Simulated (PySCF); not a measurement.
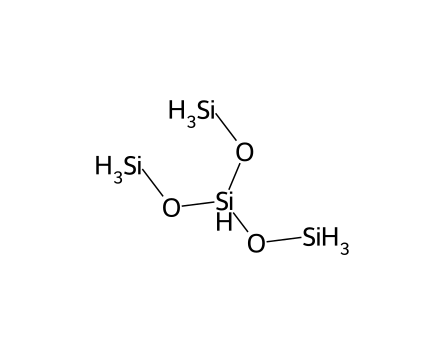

The computed structure is the end point of a GFN2-xTB optimisation. No frequency run is at hand to confirm it as a minimum. Level of theory: PBE0/pcSseg-1, gas phase (PySCF 2.14.0).

What does the calculation give?

The species is H₁₀O₃Si₄ (`[SiH3]O[SiH](O[SiH3])O[SiH3]`).
- dipole moment: 1.78 D
- HOMO energy (Kohn–Sham orbital): −8.69 eV
- LUMO energy (Kohn–Sham orbital): −0.30 eV
- HOMO–LUMO gap: 8.39 eV

The geometry is semi-empirical. Around Si such bond lengths and angles can be off by a tenth of an ångström or more and by several degrees, and values that hang on the shape move with them.
